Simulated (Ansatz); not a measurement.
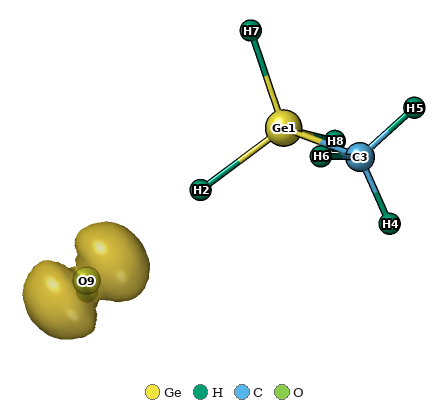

CH6Ge···OH (doublet). Isosurface of the spin density (α minus β) at +0.1 e/Å³ (yellow), seen at an oblique angle.

All numbers below come from UKS PBE0-D4/def2-SVP in Ansatz 0.2.0.

```xyz
10

Ge   -0.0102    0.0252   -0.0996
H    -0.0963   -0.1108    1.4404
C     1.8553    0.0085   -0.6733
H     2.3035   -0.9792   -0.4909
H     1.9257    0.2332   -1.7481
H     2.4317    0.7627   -0.1176
H    -0.6978    1.3438   -0.5031
H    -0.7847   -1.1486   -0.7335
O     0.1448   -0.1544    3.6336
H    -0.6050   -0.7814    3.6361
```

Which atoms carry the spin?

The unpaired spin (1 electron) lies mostly on O9 (about 0.9), in electrons by Hirshfeld's partition.
